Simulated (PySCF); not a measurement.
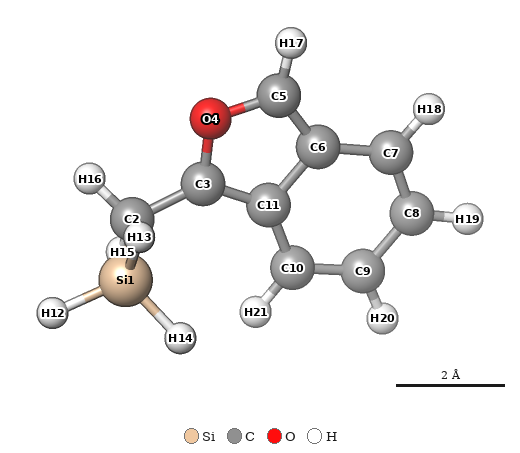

The structure (ball-and-stick view, seen at a tilt; atoms are numbered from 1 in the order of the input).

**Two runs on C₉H₁₀OSi**

System: C₉H₁₀OSi, SMILES [SiH3]Cc1occ2ccccc12.
Method of run A: GIAO wB97X-D/pcSseg-2 NMR shielding, non-relativistic, gas phase (PySCF 2.14.0).

The geometry comes from this level: PBE0-D3(BJ)/def2-SVP. Text and figures count atoms from 1; the logs count them from 0 in places.

### Input file, run A
```
{"job": {"kind": "nmr", "xc": "wB97X-D", "basis": "pcSseg-2", "pop": false}, "charge": 0, "multiplicity": 1}
Si     3.493997     1.178847     1.319880
C      2.360427    -0.021821     0.375013
C      0.996224    -0.072890     0.947279
O      0.739309    -1.008725     1.879976
C     -0.525941    -0.880206     2.326973
C     -1.132517     0.174033     1.682262
C     -2.427328     0.770368     1.736486
C     -2.685015     1.842777     0.927956
C     -1.693975     2.372927     0.036570
C     -0.441949     1.828119    -0.045999
C     -0.133541     0.708510     0.779139
H      4.867400     1.168052     0.726004
H      3.575681     0.771527     2.753777
H      2.936014     2.561475     1.232127
H      2.318266     0.293891    -0.679650
H      2.810960    -1.026676     0.395145
H     -0.848746    -1.593321     3.079386
H     -3.191638     0.376906     2.410343
H     -3.670023     2.315065     0.954998
H     -1.953917     3.232461    -0.585647
H      0.307362     2.241442    -0.725463
```

The first line tells a small driver script what to run in PySCF; the rest is the geometry in Å.

Launched with:
```bash
OMP_NUM_THREADS=2 python <driver script> task.json out
```

Hardware: 2 CPU threads, shared host.

### Output (run A)
```
coarse grid: 18688 points
cycle   1  E = -713.6044917736  dE =  2.333e+00  |g| = 5.172e-01  |ddm| = 3.548e+00
cycle   2  E = -713.6259150914  dE = -2.142e-02  |g| = 4.912e-01  |ddm| = 8.196e-01
cycle   3  E = -713.6662481163  dE = -4.033e-02  |g| = 8.351e-02  |ddm| = 3.648e-01
cycle   4  E = -713.6674071901  dE = -1.159e-03  |g| = 4.165e-02  |ddm| = 9.705e-02
cycle   5  E = -713.6677743954  dE = -3.672e-04  |g| = 1.188e-02  |ddm| = 4.795e-02
cycle   6  E = -713.6678102931  dE = -3.590e-05  |g| = 2.861e-03  |ddm| = 1.598e-02
cycle   7  E = -713.6678134302  dE = -3.137e-06  |g| = 1.081e-03  |ddm| = 5.500e-03
final grid: 177728 points
cycle   8  E = -713.6742544410  dE = -3.869e-04  |g| = 6.166e-03  |ddm| = 1.453e-01
cycle   9  E = -713.6742603343  dE = -5.893e-06  |g| = 3.889e-03  |ddm| = 1.508e-02
cycle  10  E = -713.6742636310  dE = -3.297e-06  |g| = 9.801e-04  |ddm| = 5.344e-03
cycle  11  E = -713.6742638338  dE = -2.028e-07  |g| = 5.650e-04  |ddm| = 1.712e-03
cycle  12  E = -713.6742639092  dE = -7.533e-08  |g| = 9.623e-05  |ddm| = 5.810e-04
cycle  13  E = -713.6742639123  dE = -3.146e-09  |g| = 4.831e-05  |ddm| = 1.888e-04
cycle  14  E = -713.6742639132  dE = -9.104e-10  |g| = 1.664e-05  |ddm| = 1.020e-04
converged SCF energy = -713.6742639132

GIAO shielding tensors (ppm)
atom      isotropic    diamagn.    paramagn.     s11        s22        s33       span
  0 Si     408.323     875.752    -467.429    380.227    394.635    450.108     69.880
  1 C      173.277     246.030     -72.752    159.633    165.346    194.853     35.220
  2 C       30.363     259.810    -229.447    -25.874     21.276     95.687    121.561
  3 O        5.961     392.006    -386.046   -116.862    -90.439    225.183    342.045
  4 C       45.108     258.535    -213.427    -16.763     47.233    104.853    121.615
  5 C       47.369     254.937    -207.568    -34.492     16.420    160.178    194.670
  6 C       54.068     251.474    -197.406    -55.330     46.731    170.803    226.133
  7 C       49.029     248.976    -199.947    -65.228     42.510    169.805    235.033
  8 C       51.510     250.931    -199.421    -60.930     45.931    169.529    230.458
  9 C       53.927     255.532    -201.605    -59.259     48.874    172.166    231.425
 10 C       54.641     255.748    -201.108    -21.515     23.459    161.978    183.493
 11 H       27.212      26.898       0.314     24.267     24.499     32.869      8.603
 12 H       27.499      27.009       0.490     23.723     26.705     32.070      8.347
 13 H       27.455      27.698      -0.243     23.333     27.498     31.533      8.200
 14 H       28.634      32.837      -4.202     23.869     28.036     33.998     10.129
 15 H       28.662      31.099      -2.436     23.685     27.730     34.572     10.887
 16 H       23.431      32.077      -8.647     19.245     24.475     26.572      7.327
 17 H       23.759      30.133      -6.374     19.821     23.915     27.541      7.720
 18 H       24.225      27.942      -3.716     20.825     24.435     27.415      6.590
 19 H       24.294      30.766      -6.472     20.738     24.257     27.888      7.149
 20 H       23.728      35.336     -11.607     19.678     22.582     28.925      9.247
```

The input of run B differs as follows (lines with − go, lines with + come):
```diff
-"xc": "wB97X-D"
-"basis": "pcSseg-2"
-"pop": false
+"xc": "PBE0"
+"basis": "pcSseg-1"
```

What does this change do to the results?

The total energies belong to different models, so their difference says nothing on which is more stable or more accurate. The HOMO goes from −7.11 to −5.53 eV. The LUMO goes from 0.37 to −1.28 eV. The dipole moment goes from 0.55 to 0.47 D. Of all shieldings, the largest change is that of Si1, by +10.6 ppm. The functional changes from wB97X-D to PBE0. The number of SCF iterations is the same. The basis functions go from 543 to 244.

### Output (run B)
```
coarse grid: 18688 points
cycle   1  E = -712.8524736259  dE =  1.924e+00  |g| = 4.873e-01  |ddm| = 4.688e+00
cycle   2  E = -712.8347098434  dE =  1.776e-02  |g| = 5.898e-01  |ddm| = 1.132e+00
cycle   3  E = -712.9086653089  dE = -7.396e-02  |g| = 8.594e-02  |ddm| = 5.570e-01
cycle   4  E = -712.9098993973  dE = -1.234e-03  |g| = 4.514e-02  |ddm| = 1.222e-01
cycle   5  E = -712.9104015876  dE = -5.022e-04  |g| = 1.581e-02  |ddm| = 6.133e-02
cycle   6  E = -712.9104597956  dE = -5.821e-05  |g| = 5.127e-03  |ddm| = 1.938e-02
cycle   7  E = -712.9104656295  dE = -5.834e-06  |g| = 1.366e-03  |ddm| = 5.595e-03
final grid: 177728 points
cycle   8  E = -712.9850637034  dE = -2.728e-05  |g| = 1.203e-02  |ddm| = 5.396e-02
cycle   9  E = -712.9850131708  dE =  5.053e-05  |g| = 2.020e-02  |ddm| = 2.599e-02
cycle  10  E = -712.9850924445  dE = -7.927e-05  |g| = 2.326e-03  |ddm| = 1.697e-02
cycle  11  E = -712.9850937432  dE = -1.299e-06  |g| = 3.221e-04  |ddm| = 2.554e-03
cycle  12  E = -712.9850937622  dE = -1.900e-08  |g| = 1.769e-04  |ddm| = 5.032e-04
cycle  13  E = -712.9850937706  dE = -8.380e-09  |g| = 4.186e-05  |ddm| = 2.132e-04
cycle  14  E = -712.9850937710  dE = -3.629e-10  |g| = 1.716e-05  |ddm| = 4.940e-05
converged SCF energy = -712.9850937710

GIAO shielding tensors (ppm)
atom      isotropic    diamagn.    paramagn.     s11        s22        s33       span
  0 Si     418.922     877.212    -458.290    389.416    406.292    461.057     71.640
  1 C      173.836     249.931     -76.095    158.338    167.430    195.739     37.401
  2 C       37.949     258.439    -220.490    -13.643     28.189     99.301    112.943
  3 O        7.982     401.016    -393.034   -114.178    -86.346    224.471    338.649
  4 C       49.731     250.993    -201.262     -7.986     50.170    107.009    114.995
  5 C       54.905     259.099    -204.193    -22.691     25.739    161.668    184.359
  6 C       59.647     248.770    -189.123    -43.039     50.154    171.826    214.864
  7 C       54.457     254.070    -199.614    -53.506     46.098    170.777    224.283
  8 C       56.646     254.566    -197.920    -49.683     49.064    170.556    220.239
  9 C       59.815     251.372    -191.558    -46.521     52.781    173.184    219.706
 10 C       61.300     260.310    -199.010    -11.240     31.287    163.852    175.091
 11 H       27.159      26.285       0.875     24.101     24.324     33.053      8.952
 12 H       27.401      26.760       0.641     23.421     26.628     32.154      8.732
 13 H       27.361      27.345       0.016     22.999     27.508     31.574      8.575
 14 H       28.577      31.843      -3.266     23.647     27.836     34.249     10.602
 15 H       28.546      29.450      -0.904     23.363     27.496     34.778     11.416
 16 H       23.388      31.451      -8.064     19.043     24.656     26.464      7.421
 17 H       23.783      29.681      -5.897     19.590     24.787     26.972      7.382
 18 H       24.270      28.160      -3.890     20.710     25.070     27.030      6.320
 19 H       24.330      30.374      -6.043     20.641     24.753     27.597      6.956
 20 H       23.779      33.606      -9.827     19.408     23.423     28.506      9.098
```

### The two runs side by side

| quantity | run A | run B |
| --- | --- | --- |
| outcome | converged | converged |
| total energy (hartree) | −713.674264 | −712.985094 |
| HOMO (eV) | −7.11 | −5.53 |
| LUMO (eV) | 0.37 | −1.28 |
| dipole moment (D) | 0.55 | 0.47 |
| shielding of Si1 (ppm) | 408.3 | 418.9 |
| shielding of C3 (ppm) | 30.4 | 37.9 |
| shielding of C6 (ppm) | 47.4 | 54.9 |
| shielding of C7 (ppm) | 54.1 | 59.6 |
| shielding of C8 (ppm) | 49.0 | 54.5 |
| shielding of C10 (ppm) | 53.9 | 59.8 |
| shielding of C11 (ppm) | 54.6 | 61.3 |
| SCF iterations | 14 | 14 |
| basis functions | 543 | 244 |
| wall time (shared host) | 2.5 min | 34 s |
